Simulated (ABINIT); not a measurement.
**TlH3 (Pm-3m): from the cell to the phonon bands**

How does TlH3 (Pm-3m) vibrate, and is this structure a minimum?

Main program and level: ABINIT 10.8.3; DFT PBEsol, scalar-relativistic, plane waves, PseudoDojo norm-conserving pseudopotentials.

The structure was built from a prototype and need not be the compound's stable phase.

### 1. Starting point

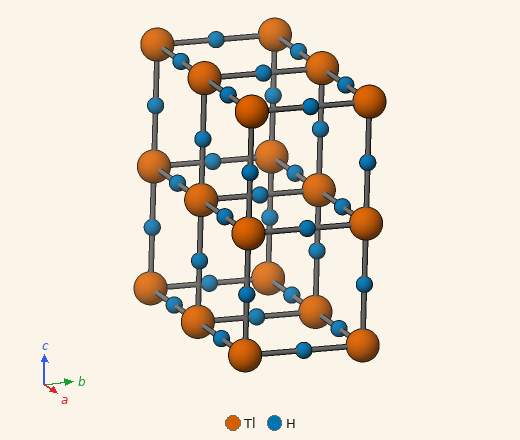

The starting structure, seen slightly off an axis (thallium orange, hydrogen blue). 2×1×2 cells are drawn. Some periodic images of atoms are drawn too.

### 2. A first look

A first run with smearing and empty bands tells whether the crystal has a gap, which decides between fixed occupations and smearing later on.

The input, probe.abi:

```
# ground state
tolvrs 1.0d-08
prtden 1
prtwf 1

# basis, mesh and filling
ecut 32.0
ngkpt 4 4 4
nshiftk 1
shiftk 0.0 0.0 0.0
istwfk *1
occopt 7
tsmear 0.005
nband 14
nstep 100
diemac 9.0
prtebands 0
prtgsr 0
useylm 1

# cell and atoms
acell 3*1.0 Angstrom
rprim 
    4.4329 0.0 0.0
    0.0 4.4329 0.0
    0.0 0.0 4.4329
ntypat 2
znucl 81 1
natom 4
typat 1 2 2 2
xred 
    0.0 0.0 0.0
    0.5 0.0 0.0
    0.0 0.5 0.0
    0.0 0.0 0.5
pp_dirpath "./pseudo"
pseudos "Tl.upf, H.upf"
```

Started as:

```sh
$ OMP_NUM_THREADS=1 mpirun -n 2 abinit probe.abi > probe.log
```

Numbers of over 12 decimals in the logs are rounded to 6 here.

probe.abo, the main output file:

```text
[banners, grids, parts of the stress and lines that vanish by symmetry left out]
- input  file    -> probe.abi
- output file    -> probe.abo
- root for input  files -> probei
[...]
Symmetries : space group Pm -3 m (#221); Bravais cP (primitive cubic)
[...]
mpw =        5112          nfft =       91125          nkpt =          10
[...]
== DATASET  1 ==================================================================
[...]
cutoff_energies: {ecut:  32.0, pawecutdg:  -1.0, }
[...]
ETOT  1  -62.042504790383    -6.204E+01 2.098E-01 6.280E+01
 ETOT  2  -62.301013062766    -2.585E-01 1.796E-03 1.674E+01
 ETOT  3  -62.302048113301    -1.035E-03 1.181E-03 5.793E+00
 ETOT  4  -62.302109717893    -6.160E-05 6.520E-04 3.330E-01
 ETOT  5  -62.302117537460    -7.820E-06 4.864E-04 3.360E-01
[...]
ETOT 10  -62.302130766095    -5.340E-11 3.785E-05 1.354E-08
 ETOT 11  -62.302130766101    -6.096E-12 3.490E-05 2.939E-10
 At SCF step   11       vres2   =  2.94E-10 < tolvrs=  1.00E-08 =>converged.
[...]
sigma(1 1)=  2.56509121E-04  sigma(3 2)=  0.00000000E+00
  sigma(2 2)=  2.56509121E-04  sigma(3 1)=  0.00000000E+00
  sigma(3 3)=  2.56509121E-04  sigma(2 1)=  0.00000000E+00
[...]
convergence: {deltae: -6.096E-12, res2:  2.939E-10, residm:  3.490E-05, diffor: null, }
etotal    :  -6.23021308E+01
[...]
sigma(1 1)=  2.56509121E-04  sigma(3 2)=  0.00000000E+00
  sigma(2 2)=  2.56509121E-04  sigma(3 1)=  0.00000000E+00
  sigma(3 3)=  2.56509121E-04  sigma(2 1)=  0.00000000E+00
[...]
- sigma(1 1)=  7.54675890E+00  sigma(3 2)=  0.00000000E+00
- sigma(2 2)=  7.54675890E+00  sigma(3 1)=  0.00000000E+00
- sigma(3 3)=  7.54675890E+00  sigma(2 1)=  0.00000000E+00
[...]
fcart     -0.0000000000E+00 -0.0000000000E+00 -0.0000000000E+00
           strten      2.5650912116E-04  2.5650912116E-04  2.5650912116E-04
================================================================================

[key lines of the parts left out:]
pressure_GPa:  -7.5468E+00
```

Run time: 34 s. Hardware: 2 MPI ranks of AMD EPYC (Zen 3), shared host; 64 s of CPU time.

This step gave:

```
volume per atom   : 21.78 Å³
pressure          : -7.547 GPa
gap on the k-mesh : 0 eV
```

No gap opens on this mesh, so smearing is kept; the printed pressure holds the stress of the finite basis too.

### 3. Rough relaxation

The typed start is rough, so a first relaxation with smearing and loose thresholds takes it towards rest cheaply.

The input, prerelax.abi:

```
# relaxation
ionmov 2
optcell 2
dilatmx 1.15
chkdilatmx 0
ntime 40
tolmxf 3.0d-04
tolvrs 1.0d-10
prtwf 0
prtden 0
chksymtnons 0

# basis, mesh and filling
ecut 32.0
ecutsm 3.0
ngkpt 4 4 4
nshiftk 1
shiftk 0.0 0.0 0.0
istwfk *1
occopt 7
tsmear 0.005
nband 14
nstep 100
diemac 1000000.0
prtebands 0
prtgsr 0
useylm 1

# cell and atoms
acell 3*1.0 Angstrom
rprim 
    4.4329 0.0 0.0
    0.0 4.4329 0.0
    0.0 0.0 4.4329
ntypat 2
znucl 81 1
natom 4
typat 1 2 2 2
xred 
    0.0 0.0 0.0
    0.5 0.0 0.0
    0.0 0.5 0.0
    0.0 0.0 0.5
pp_dirpath "./pseudo"
pseudos "Tl.upf, H.upf"
```

Started as:

```sh
$ OMP_NUM_THREADS=1 mpirun -n 2 abinit prerelax.abi > prerelax.log
```

prerelax.abo, the main output file:

```text
[banners, grids, parts of the stress and lines that vanish by symmetry left out]
- input  file    -> prerelax.abi
- output file    -> prerelax.abo
- root for input  files -> prerelaxi
[...]
Symmetries : space group Pm -3 m (#221); Bravais cP (primitive cubic)
[...]
mpw =        7809          nfft =      125000          nkpt =          10
[...]
== DATASET  1 ==================================================================
[...]
cutoff_energies: {ecut:  32.0, pawecutdg:  -1.0, }
[...]
ETOT  1  -62.014271731207    -6.201E+01 3.154E-01 1.104E+02
 ETOT  2  -62.300488441484    -2.862E-01 6.666E-03 2.563E+01
 ETOT  3  -62.301980518080    -1.492E-03 1.193E-03 8.837E+00
 ETOT  4  -62.302030622681    -5.010E-05 3.210E-04 1.055E+00
 ETOT  5  -62.302053934449    -2.331E-05 1.909E-04 3.773E-01
[...]
At SCF step   12       vres2   =  1.08E-11 < tolvrs=  1.00E-10 =>converged.
[...]
ETOT 10  -62.336454236331     1.741E-12 6.319E-14 2.279E-12
 At SCF step   10       vres2   =  2.28E-12 < tolvrs=  1.00E-10 =>converged.
[...]
sigma(1 1)=  2.98311627E-06  sigma(3 2)=  0.00000000E+00
  sigma(2 2)=  2.98311627E-06  sigma(3 1)=  0.00000000E+00
  sigma(3 3)=  2.98311627E-06  sigma(2 1)=  0.00000000E+00
[...]
convergence: {deltae:  1.741E-12, res2:  2.279E-12, residm:  6.319E-14, diffor: null, }
etotal    :  -6.23364542E+01
[...]
At Broyd/MD step   7, gradients are converged :
[...]
sigma(1 1)=  2.98311627E-06  sigma(3 2)=  0.00000000E+00
  sigma(2 2)=  2.98311627E-06  sigma(3 1)=  0.00000000E+00
  sigma(3 3)=  2.98311627E-06  sigma(2 1)=  0.00000000E+00
[...]
- sigma(1 1)=  8.77663107E-02  sigma(3 2)=  0.00000000E+00
- sigma(2 2)=  8.77663107E-02  sigma(3 1)=  0.00000000E+00
- sigma(3 3)=  8.77663107E-02  sigma(2 1)=  0.00000000E+00
[...]
fcart     -0.0000000000E+00 -0.0000000000E+00 -0.0000000000E+00
           strten      2.9831162671E-06  2.9831162671E-06  2.9831162671E-06
================================================================================

[key lines of the parts left out:]
pressure_GPa:  -8.7766E-02
Total energy (etotal) [Ha]= -6.23364542363309E+01
```

It took 4.4 min on 2 MPI ranks.

The steps of the relaxation:

```csv
step,energy less that of the first step (eV),largest force (eV/Å),volume (Å³)
1,0.0000,0.0000,87.11
2,-0.0926,0.0000,85.12
3,0.9615,0.0000,38.89
4,-0.7199,0.0000,70.05
5,-0.8931,0.0000,63.45
6,-0.9325,0.0000,57.75
7,-0.9358,0.0000,59.04
```

```csv
cell as run,before,after,change
a (Å),4.433,3.894,-12.2 %
b (Å),4.433,3.894,-12.2 %
c (Å),4.433,3.894,-12.2 %
volume (Å³/atom),21.78,14.76,-32.2 %
```

The relaxed structure:

```xyz
4
Lattice="3.8938 0.0000 0.0000 0.0000 3.8938 0.0000 0.0000 0.0000 3.8938" Properties=species:S:1:pos:R:3 pbc="T T T"
Tl    0.0000    0.0000    0.0000
H     1.9469    0.0000    0.0000
H     0.0000    1.9469    0.0000
H     0.0000    0.0000    1.9469
```

Numbers from this step:

| Quantity | Value |
| --- | --- |
| volume per atom | 14.76 Å³ |
| pressure | -0.08777 GPa |

The volume changes by -32.2 % in this run and stands -32.2 % from the first cell.

### 4. Rough relaxation

The cell changed much, so the rough relaxation is repeated on a basis made for the new cell.

prerelax.abi: that of step 3 with these lines changed.

```diff
@@ -31,5 +31,5 @@
 rprim 
-    4.4329 0.0 0.0
-    0.0 4.4329 0.0
-    0.0 0.0 4.4329
+    3.893773275 0.0 0.0
+    0.0 3.893773275 0.0
+    0.0 0.0 3.893773275
 ntypat 2
```

prerelax.abo, the main output file:

```text
[banners, grids, parts of the stress and lines that vanish by symmetry left out]
- input  file    -> prerelax.abi
- output file    -> prerelax.abo
- root for input  files -> prerelaxi
[...]
Symmetries : space group Pm -3 m (#221); Bravais cP (primitive cubic)
[...]
mpw =        5257          nfft =       91125          nkpt =          10
[...]
== DATASET  1 ==================================================================
[...]
cutoff_energies: {ecut:  32.0, pawecutdg:  -1.0, }
[...]
ETOT  1  -62.225901898594    -6.223E+01 1.535E-01 6.402E+01
 ETOT  2  -62.336291257248    -1.104E-01 2.538E-03 5.378E+00
 ETOT  3  -62.336427289104    -1.360E-04 2.441E-03 1.898E+00
 ETOT  4  -62.336449196045    -2.191E-05 2.694E-04 4.360E-02
 ETOT  5  -62.336450811794    -1.616E-06 2.300E-04 4.475E-02
[...]
ETOT  9  -62.336454237701    -4.292E-12 7.766E-06 1.127E-08
 ETOT 10  -62.336454237699     2.402E-12 1.440E-05 4.306E-11
 At SCF step   10       vres2   =  4.31E-11 < tolvrs=  1.00E-10 =>converged.
[...]
sigma(1 1)=  2.98293471E-06  sigma(3 2)=  0.00000000E+00
  sigma(2 2)=  2.98293471E-06  sigma(3 1)=  0.00000000E+00
  sigma(3 3)=  2.98293471E-06  sigma(2 1)=  0.00000000E+00
[...]
convergence: {deltae:  2.402E-12, res2:  4.306E-11, residm:  1.440E-05, diffor: null, }
etotal    :  -6.23364542E+01
[...]
At Broyd/MD step   1, gradients are converged :
[...]
sigma(1 1)=  2.98293471E-06  sigma(3 2)=  0.00000000E+00
  sigma(2 2)=  2.98293471E-06  sigma(3 1)=  0.00000000E+00
  sigma(3 3)=  2.98293471E-06  sigma(2 1)=  0.00000000E+00
[...]
- sigma(1 1)=  8.77609692E-02  sigma(3 2)=  0.00000000E+00
- sigma(2 2)=  8.77609692E-02  sigma(3 1)=  0.00000000E+00
- sigma(3 3)=  8.77609692E-02  sigma(2 1)=  0.00000000E+00
[...]
fcart     -0.0000000000E+00 -0.0000000000E+00 -0.0000000000E+00
           strten      2.9829347118E-06  2.9829347118E-06  2.9829347118E-06
================================================================================

[key lines of the parts left out:]
pressure_GPa:  -8.7761E-02
Total energy (etotal) [Ha]= -6.23364542376986E+01
```

It took 31 s on 2 MPI ranks; 59 s of CPU time.

Little changed from the start: no atom moved by 0.005 Å and no cell edge by 0.1 %.

Read from the output:

| Quantity | Value |
| --- | --- |
| pressure | -0.08776 GPa |

The volume changes by +0.0 % in this run and stands -32.2 % from the first cell.

### 5. Relaxing the cell and atoms

The harmonic expansion needs vanishing forces, and a free crystal bears no stress, so cell and atoms are brought to rest. Stress is more sensitive to the basis than forces are: the last 3 Ha under the cutoff are smoothed with ecutsm, and the cutoff is raised above that of the later runs.

The input, relax.abi:

```
# relaxation
ionmov 2
optcell 2
dilatmx 1.08
ntime 40
tolmxf 1.0d-05
tolvrs 1.0d-14
prtwf 0
prtden 0
chksymtnons 0

# basis, mesh and filling
ecut 40.0
ecutsm 3.0
ngkpt 8 8 8
nshiftk 1
shiftk 0.0 0.0 0.0
istwfk *1
occopt 7
tsmear 0.01
nband 14
nstep 100
diemac 1000000.0
prtebands 0
prtgsr 0
useylm 1

# cell and atoms
acell 3*1.0 Angstrom
rprim 
    3.893773278 0.0 0.0
    0.0 3.893773278 0.0
    0.0 0.0 3.893773278
ntypat 2
znucl 81 1
natom 4
typat 1 2 2 2
xred 
    0.0 0.0 0.0
    0.5 0.0 0.0
    0.0 0.5 0.0
    0.0 0.0 0.5
pp_dirpath "./pseudo"
pseudos "Tl.upf, H.upf"
```

Started as:

```sh
$ OMP_NUM_THREADS=1 mpirun -n 2 abinit relax.abi > relax.log
```

relax.abo, the main output file:

```text
[banners, grids, parts of the stress and lines that vanish by symmetry left out]
- input  file    -> relax.abi
- output file    -> relax.abo
- root for input  files -> relaxi
[...]
Symmetries : space group Pm -3 m (#221); Bravais cP (primitive cubic)
[...]
mpw =        6090          nfft =      110592          nkpt =          35
[...]
== DATASET  1 ==================================================================
[...]
cutoff_energies: {ecut:  40.0, pawecutdg:  -1.0, }
[...]
ETOT  1  -62.195359266433    -6.220E+01 1.293E-01 8.264E+01
 ETOT  2  -62.334347773887    -1.390E-01 2.085E-02 8.368E+00
 ETOT  3  -62.334594202644    -2.464E-04 1.070E-03 2.827E+00
 ETOT  4  -62.334616907038    -2.270E-05 8.691E-04 8.633E-02
 ETOT  5  -62.334617714698    -8.077E-07 1.537E-03 8.684E-02
[...]
At SCF step   13       vres2   =  3.67E-16 < tolvrs=  1.00E-14 =>converged.
[...]
sigma(1 1)= -1.21763225E-05  sigma(3 2)=  0.00000000E+00
  sigma(2 2)= -1.21763225E-05  sigma(3 1)=  0.00000000E+00
  sigma(3 3)= -1.21763225E-05  sigma(2 1)=  0.00000000E+00
[...]
convergence: {deltae:  2.906E-12, res2:  3.667E-16, residm:  1.776E-05, diffor: null, }
etotal    :  -6.23346214E+01
[...]
ETOT  1  -62.334614664170    -6.233E+01 1.172E-05 1.786E-01
[...]
At SCF step   10       vres2   =  6.19E-15 < tolvrs=  1.00E-14 =>converged.
[...]
sigma(1 1)= -1.04993512E-05  sigma(3 2)=  0.00000000E+00
  sigma(2 2)= -1.04993512E-05  sigma(3 1)=  0.00000000E+00
  sigma(3 3)= -1.04993512E-05  sigma(2 1)=  0.00000000E+00
[...]
convergence: {deltae:  4.675E-12, res2:  6.191E-15, residm:  9.418E-06, diffor: null, }
etotal    :  -6.23346264E+01
[...]
ETOT  1  -62.334166224517    -6.233E+01 1.103E-05 7.163E+00
[...]
At SCF step   11       vres2   =  4.26E-15 < tolvrs=  1.00E-14 =>converged.
[...]
sigma(1 1)= -1.06159109E-07  sigma(3 2)=  0.00000000E+00
  sigma(2 2)= -1.06159109E-07  sigma(3 1)=  0.00000000E+00
  sigma(3 3)= -1.06159109E-07  sigma(2 1)=  0.00000000E+00
[...]
convergence: {deltae:  4.412E-12, res2:  4.264E-15, residm:  3.989E-07, diffor: null, }
etotal    :  -6.23346409E+01
[...]
ETOT  1  -62.334640900339    -6.233E+01 3.036E-07 7.498E-04
[...]
ETOT  8  -62.334640949663     5.457E-12 1.359E-07 1.615E-13
 ETOT  9  -62.334640949665    -2.224E-12 1.201E-06 1.537E-15
 At SCF step    9       vres2   =  1.54E-15 < tolvrs=  1.00E-14 =>converged.
[...]
sigma(1 1)= -9.37899045E-10  sigma(3 2)=  0.00000000E+00
  sigma(2 2)= -9.37899048E-10  sigma(3 1)=  0.00000000E+00
  sigma(3 3)= -9.37899046E-10  sigma(2 1)=  0.00000000E+00
[...]
convergence: {deltae: -2.224E-12, res2:  1.537E-15, residm:  1.201E-06, diffor: null, }
etotal    :  -6.23346409E+01
[...]
At Broyd/MD step   4, gradients are converged :
[...]
sigma(1 1)= -9.37899045E-10  sigma(3 2)=  0.00000000E+00
  sigma(2 2)= -9.37899048E-10  sigma(3 1)=  0.00000000E+00
  sigma(3 3)= -9.37899046E-10  sigma(2 1)=  0.00000000E+00
[...]
- sigma(1 1)= -2.75939426E-05  sigma(3 2)=  0.00000000E+00
- sigma(2 2)= -2.75939427E-05  sigma(3 1)=  0.00000000E+00
- sigma(3 3)= -2.75939426E-05  sigma(2 1)=  0.00000000E+00
[...]
fcart     -0.0000000000E+00 -0.0000000000E+00 -0.0000000000E+00
           strten     -9.3789904532E-10 -9.3789904836E-10 -9.3789904575E-10
================================================================================

[key lines of the parts left out:]
pressure_GPa:   2.7594E-05
Total energy (etotal) [Ha]= -6.23346409496654E+01
```

Wall time 7.7 min (2 MPI ranks).

Relaxation path:

```csv
step,energy less that of the first step (eV),largest force (eV/Å),volume (Å³)
1,0.0000,0.0000,59.04
2,-0.0001,0.0000,59.10
3,-0.0005,0.0000,59.51
4,-0.0005,0.0000,59.51
```

```csv
"conventional cell, symmetrised",before,after,change
a (Å),3.894,3.904,+0.3 %
b (Å),3.894,3.904,+0.3 %
c (Å),3.894,3.904,+0.3 %
volume (Å³/atom),14.76,14.88,+0.8 %
```

Read from the output:

* volume per atom: 14.88 Å³
* pressure: 2.76e-5 GPa

The volume changes by +0.8 % in this run and stands -31.7 % from the first cell.

### 6. Self-consistent run for the response

The response is built on these wavefunctions, so the potential is converged far more tightly than an energy would need. Smearing stays on, as the first look found no gap above 0.3 eV.

The input, gs.abi:

```
# ground state
tolvrs 1.0d-16
prtden 1
prtwf 1

# basis, mesh and filling
ecut 32.0
ngkpt 8 8 8
nshiftk 1
shiftk 0.0 0.0 0.0
istwfk *1
occopt 7
tsmear 0.01
nband 14
nstep 100
diemac 1000000.0
prtebands 0
prtgsr 0
useylm 1

# cell and atoms
acell 3*1.0 Angstrom
rprim 
    3.904264567 0.0 0.0
    0.0 3.904264567 0.0
    0.0 0.0 3.904264567
ntypat 2
znucl 81 1
natom 4
typat 1 2 2 2
xred 
    0.0 0.0 0.0
    0.5 0.0 0.0
    0.0 0.5 0.0
    0.0 0.0 0.5
pp_dirpath "./pseudo"
pseudos "Tl.upf, H.upf"
```

Started as:

```sh
$ OMP_NUM_THREADS=1 mpirun -n 2 abinit gs.abi > gs.log
```

gs.abo, the main output file:

```text
[banners, grids, parts of the stress and lines that vanish by symmetry left out]
- input  file    -> gs.abi
- output file    -> gs.abo
- root for input  files -> gsi
[...]
Symmetries : space group Pm -3 m (#221); Bravais cP (primitive cubic)
[...]
mpw =        3495          nfft =       64000          nkpt =          35
[...]
== DATASET  1 ==================================================================
[...]
cutoff_energies: {ecut:  32.0, pawecutdg:  -1.0, }
[...]
ETOT  1  -62.188983203398    -6.219E+01 2.379E-01 4.286E+01
 ETOT  2  -62.334340469790    -1.454E-01 2.090E-02 5.670E+00
 ETOT  3  -62.334498729939    -1.583E-04 9.642E-04 1.884E+00
 ETOT  4  -62.334520461807    -2.173E-05 2.067E-03 1.313E-01
 ETOT  5  -62.334525904158    -5.442E-06 1.232E-04 1.084E-02
[...]
ETOT 13  -62.334526548860    -2.487E-12 9.064E-06 1.463E-16
 ETOT 14  -62.334526548861    -5.684E-13 2.630E-05 8.486E-19
 At SCF step   14       vres2   =  8.49E-19 < tolvrs=  1.00E-16 =>converged.
[...]
sigma(1 1)=  2.13990846E-06  sigma(3 2)=  0.00000000E+00
  sigma(2 2)=  2.13990846E-06  sigma(3 1)=  0.00000000E+00
  sigma(3 3)=  2.13990846E-06  sigma(2 1)=  0.00000000E+00
[...]
convergence: {deltae: -5.684E-13, res2:  8.486E-19, residm:  2.630E-05, diffor: null, }
etotal    :  -6.23345265E+01
[...]
sigma(1 1)=  2.13990846E-06  sigma(3 2)=  0.00000000E+00
  sigma(2 2)=  2.13990846E-06  sigma(3 1)=  0.00000000E+00
  sigma(3 3)=  2.13990846E-06  sigma(2 1)=  0.00000000E+00
[...]
- sigma(1 1)=  6.29582804E-02  sigma(3 2)=  0.00000000E+00
- sigma(2 2)=  6.29582804E-02  sigma(3 1)=  0.00000000E+00
- sigma(3 3)=  6.29582804E-02  sigma(2 1)=  0.00000000E+00
[...]
fcart     -0.0000000000E+00 -0.0000000000E+00 -0.0000000000E+00
           strten      2.1399084553E-06  2.1399084553E-06  2.1399084553E-06
================================================================================

[key lines of the parts left out:]
pressure_GPa:  -6.2958E-02
```

It took 86 s on 2 MPI ranks.

Read from the output:

| Item | Value |
| --- | --- |
| pressure | -0.06296 GPa |

The cell stands at -0.063 GPa, close enough for phonons.

[end of part 1 of 5]

[Host names and launcher messages were left out of these logs when they were recorded.]

[Logs are printed without paths, hosts, clocks, repeated set-up lines and the standing remarks that a program may print on its own settings, such as how far it seeks lower states.]

[Hosts, paths, dates, database ids (printed as entryN), source tags and the programs' standing remarks are cut or masked in the printed files.]
